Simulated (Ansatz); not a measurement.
# One shape, several levels: AlOF2 (SMILES [O][Al]([F])[F])

We compute a comparison of 6 runs (UHSE06/STO-3G, UPBE/STO-3G, USVWN5/STO-3G, RPA@PBE/STO-3G, UBCCD(T)/STO-3G, UCCSD(T)/STO-3G) of AlOF2. 

The results are computed with Ansatz 0.2.0.

61 further runs of the same task are left out: 15 that didn't finish, 46 set aside as unsound or not needed.

## (1) Starting point

The species is AlOF2 (4 atoms), meant as a doublet with charge 0. As SMILES, `[O][Al]([F])[F]`. The F4–Al2 distance was set to 3.261 Å, away from the relaxed value. At this shape a bond of the SMILES string is far longer than usual.

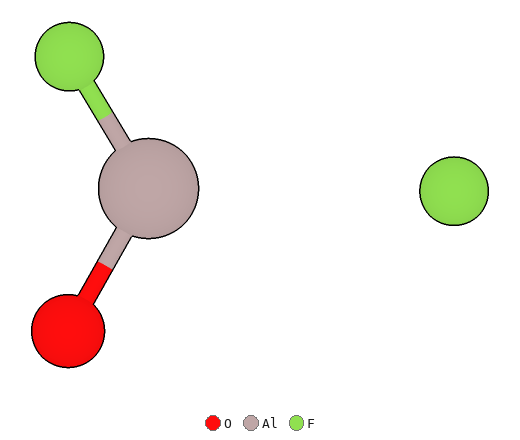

The structure, seen from a chosen angle (oxygen red, aluminium light grey, fluorine green).

## (2) The energy at UHSE06/STO-3G (run 1)

in.yaml reads:

```yaml
crystal:
  periodic: [false, false, false]
  atoms:
    - {symbol: O, position_ang: [-0.168083, -2.154475, 1.882888]}
    - {symbol: Al, position_ang: [-0.851583, -1.239275, 0.590488]}
    - {symbol: F, position_ang: [-2.328183, -1.645175, 0.030388]}
    - {symbol: F, position_ang: [0.850400, 1.247900, -0.655300]}
basis:
  gaussian:
    orbitals: STO-3G
magnetization:
  spin_polarized: true
  initial_magnetization: 1
hamiltonian:
  xc: hse06
accuracy: high
```

On the command line:

```bash
$ ansatz run in.yaml --threads 1 --pin off --max-ram 2610MiB --events-out events.jsonl --progress --plain --runs-dir runs
```

Standard output:

```text
Warning: RAYON_NUM_THREADS=1 ignored (pool sized by the plan → 1); use --threads N
Functional definition: HSE06
  name "HSE06"
  parameter a = 0.25
  parameter omega = 0.11/bohr
  exchange = pbe_x - a*pbe_x_sr(omega) + a*exact_x_sr(omega)
  correlation = pbe_c
410 factors; integrals over basis functions are off by at most 2.6e-8 eV
61 factors; integrals over basis functions are off by at most 3.4e-10 eV
mean field evaluation 1: about -13864.8186 eV, gradient 1.9e1 eV
mean field evaluation 2: about -13511.5488 eV, gradient 2.7e1 eV
mean field evaluation 4: about -13862.2430 eV, gradient 2.5e1 eV
mean field evaluation 8: about -13876.5282 eV, gradient 1.0e0 eV
mean field evaluation 16: about -13876.5488 eV, gradient 1.8e-6 eV
mean field evaluation 32: about -13876.1757 eV, gradient 3.0e0 eV
mean field evaluation 64: about -13876.5139 eV, gradient 3.2e-1 eV
mean field -13876.54880590 eV, -509.9537627543 hartree, gradient 3.0e-8 eV, S^2 1.347882; 10 other end points of the search recorded, 0 dependent functions left out
reference -13876.54880730 eV, -509.9537628055 hartree; 20, 19 occupied and 4, 5 virtual orbitals, 410 factors
Total energy: -13876.54880730 eV, -509.9537628055 hartree
```

Wall time 15 s (1 thread of Arm Neoverse V2, shared host); peak memory 0.15 GiB.

## (3) The energy at UPBE/STO-3G (run 2)

input.yaml reads:

```yaml
crystal:
  periodic: [false, false, false]
  atoms:
    - {symbol: O, position_ang: [-0.168083, -2.154475, 1.882888]}
    - {symbol: Al, position_ang: [-0.851583, -1.239275, 0.590488]}
    - {symbol: F, position_ang: [-2.328183, -1.645175, 0.030388]}
    - {symbol: F, position_ang: [0.850400, 1.247900, -0.655300]}
basis:
  gaussian:
    orbitals: STO-3G
total_charge: 0
hamiltonian:
  xc: {name: PBE}
magnetization:
  spin_polarized: true
  initial_magnetization: 1
accuracy: high
```

On the command line:

```bash
$ ansatz run input.yaml --threads 1 --pin off --max-ram 2610MiB --events-out events.jsonl --progress --plain --runs-dir runs
```

Standard output, cut to the lines that bear on the results:

```text
Warning: RAYON_NUM_THREADS=1 ignored (pool sized by the plan → 1); use --threads N
Functional definition: PBE
  name "PBE"
[...]
410 factors; integrals over basis functions are off by at most 2.6e-8 eV
[...]
mean field -13874.86609508 eV, -509.8919242721 hartree, gradient 8.3e-8 eV, S^2 0.942734; 11 other end points of the search recorded, 0 dependent functions left out
reference -13874.86609645 eV, -509.8919243226 hartree; 20, 19 occupied and 4, 5 virtual orbitals, 410 factors
Total energy: -13874.86609645 eV, -509.8919243226 hartree
```

Run time: 21 s. Hardware: 1 thread of Arm Neoverse V2, shared host; peak memory 0.14 GiB.

Runs 3 to 5 aren't shown in full; the table further down has their settings and results.

## (4) A single-point energy at UCCSD(T)/STO-3G (run 6)

Edit in.yaml of step 2 so:

```diff
@@ -1 +1,4 @@
+basis:
+  gaussian:
+    orbitals: STO-3G
 crystal:
@@ -7,5 +10,2 @@
     - {symbol: F, position_ang: [0.850400, 1.247900, -0.655300]}
-basis:
-  gaussian:
-    orbitals: STO-3G
 magnetization:
@@ -13,4 +13,7 @@
   initial_magnetization: 1
-hamiltonian:
-  xc: hse06
+scf:
+  omitted_lower_state_checks: [cluster_reference, increment]
 accuracy: high
+correlation:
+  method: ccsd_t
+  frozen_orbitals: {Al: 5, F: 1, O: 1}
```

On the command line:

```bash
$ ansatz run in.yaml --threads 1 --pin off --max-ram 2610MiB --events-out events.jsonl --progress --plain --runs-dir runs
```

Standard output:

```text
Warning: RAYON_NUM_THREADS=1 ignored (pool sized by the plan → 1); use --threads N
[... 18 lines left out ...]
8 core orbitals not correlated: weight in the atoms' cores, before any rotation towards them, 1.000 or more for the frozen orbitals, at most 0.000 for the correlated occupied ones
[... 123 lines left out ...]
Total energy: -13849.39924958 eV, -508.9560349623 hartree
Checks for a lower state left out: cluster_reference, increment
```

It took 1.8 s on 1 thread of Arm Neoverse V2, shared host.

## (5) All runs side by side

```
run            level  frozen core orbitals  energy (Eh)   ⟨S²⟩  wall time
  1    UHSE06/STO-3G                     –  -509.953763  1.348       15 s
  2      UPBE/STO-3G                     –  -509.891924  0.943       21 s
  3    USVWN5/STO-3G                     –  -507.366568  0.811       11 s
  4   RPA@PBE/STO-3G                     8  -509.034248  0.943       27 s
  5  UBCCD(T)/STO-3G                     8  -508.956775  1.680      2.7 s
  6  UCCSD(T)/STO-3G                     8  -508.956035  1.680      1.8 s
```

## (6) Results

| quantity | value |
| --- | --- |
| run 6: total energy | -508.95603 Eh |
| run 6: correlation energy (8 core orbitals frozen) | -86.8 mEh |
| run 6: (T) correction | -8.86 mEh |
| run 6: ⟨S²⟩ of the reference determinant | 1.680 |
| run 6: T1 diagnostic | 0.080 |

What this shows: Totals of different functionals can't be ranked against each other. In runs 1, 2, 3, 4, 5, 6 the basis is minimal, so the values are rough. Spin contamination of the reference: run 5 ⟨S²⟩ = 1.68, run 6 ⟨S²⟩ = 1.68, run 1 ⟨S²⟩ = 1.35, run 4 ⟨S²⟩ = 0.94, run 2 ⟨S²⟩ = 0.94. Where it is this large, the reference is a mixture of spin states, and values that rest on it are in doubt. All runs together took 79 s, the longest 27 s.
